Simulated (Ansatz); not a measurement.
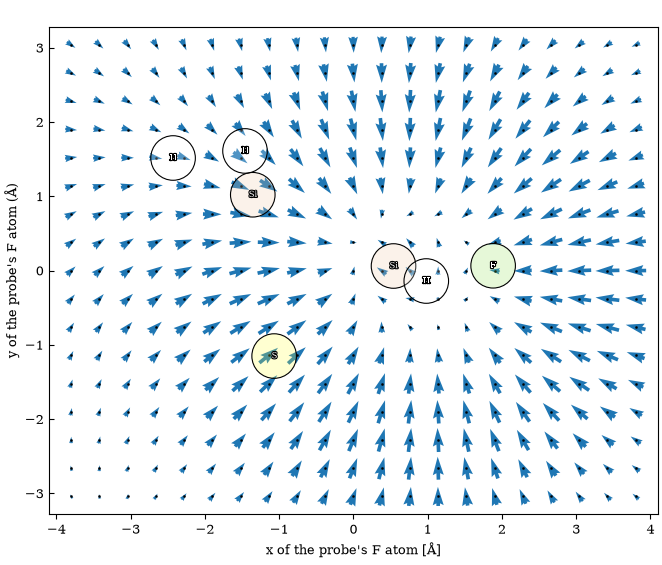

FH₃SSi₂ (SMILES F[SiH]1[SiH2]S1) with the probe HF. 
- The probe is moved over a plane parallel to the molecule's main plane, 4.28 Å above it.
- First axis: x of the probe's F atom. Second axis: y of the probe's F atom.
- Nothing is relaxed (molecule and probe rigid, the probe upright with F nearest the plane).
- Grid: 21 × 17 points.
- Points are written as (first, second).
- Computed with RKS PBE0-D4/def2-SVP in Ansatz 0.2.0.

Drawn: dots at the grid points, arrows along the force (downhill), their lengths compressed, labelled circles for the molecule's atoms, projected on the plane.

The arrows alone are given. Where is the energy lowest?

The arrows converge at about (0.13 Å, 0.42 Å) (read from the interpolated surface).

The energy map of the same scan:

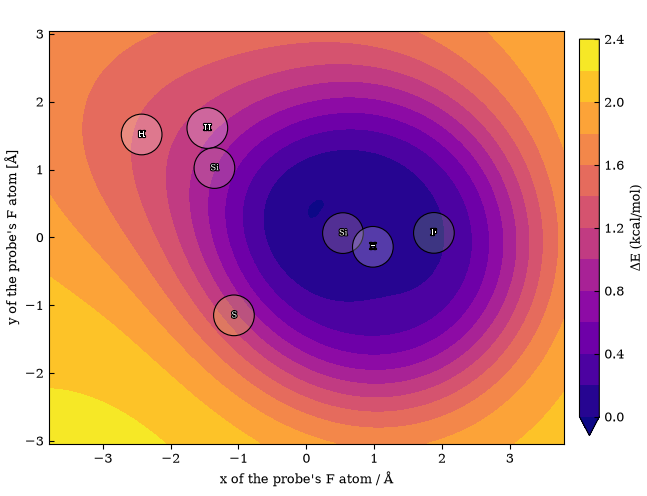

Energies are in kcal/mol, from the lowest grid point; between grid points the surface is interpolated.
